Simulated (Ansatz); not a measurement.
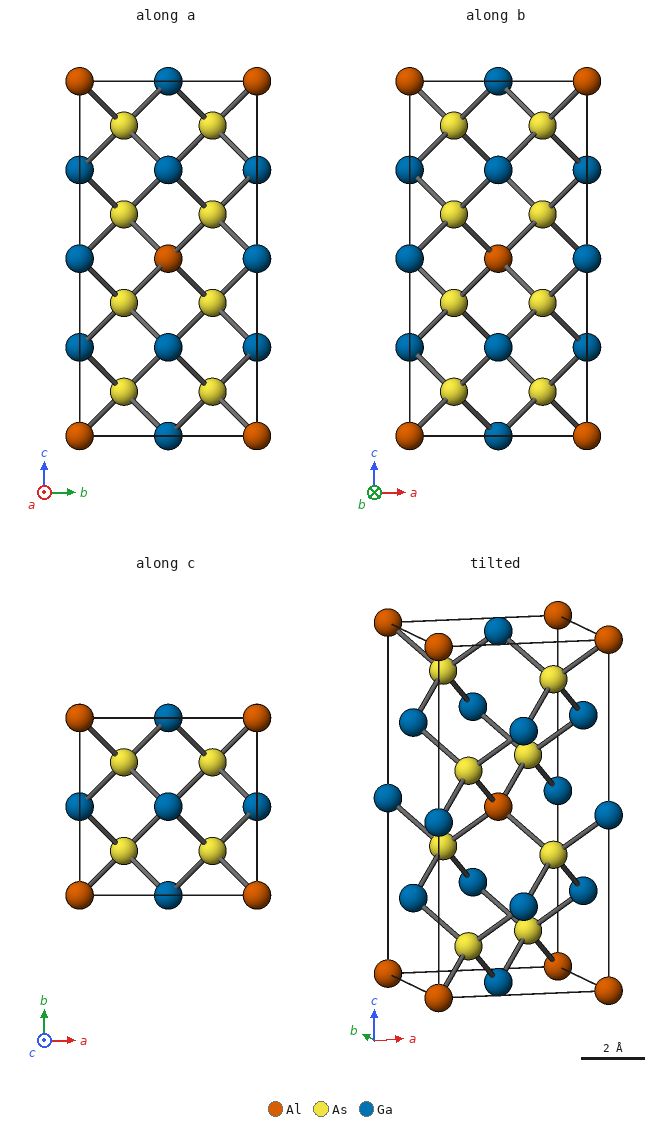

This ball-and-stick model is shown along the a axis, along the b axis, along the c axis and slightly off an axis. Thin lines show the conventional unit cell, with boundary atoms drawn in all their periodic places.

Lattice parameters: a = 5.670 Å, b = 5.670 Å, c = 11.341 Å, α = 90.00°, β = 90.00°, γ = 90.00°. Put a along x and b in the xy plane.

Question: Give the structure in the form of a POSCAR file.

Answer:
```
Al As Ga
1.0
     5.670    0.000    0.000
     0.000    5.670    0.000
     0.000    0.000   11.341
Al As Ga
2 8 6
Direct
  0.0000 0.0000 0.0000
  0.5000 0.5000 0.5000
  0.2500 0.2500 0.1249
  0.2500 0.7500 0.3751
  0.7500 0.7500 0.1249
  0.7500 0.2500 0.3751
  0.7500 0.7500 0.6249
  0.7500 0.2500 0.8751
  0.2500 0.2500 0.6249
  0.2500 0.7500 0.8751
  0.0000 0.5000 0.2500
  0.5000 0.5000 0.0000
  0.5000 0.0000 0.2500
  0.5000 0.0000 0.7500
  0.0000 0.0000 0.5000
  0.0000 0.5000 0.7500
```

The structure was taken from a structure type filled with these elements by a generator (whether the compound takes this form wasn't checked). Earlier steps of the study, as a rule a relaxation of our own, may have changed the cell and positions, so they can lie some per cent off the listed ones. Ansatz was used for an electronic-structure calculation on it.
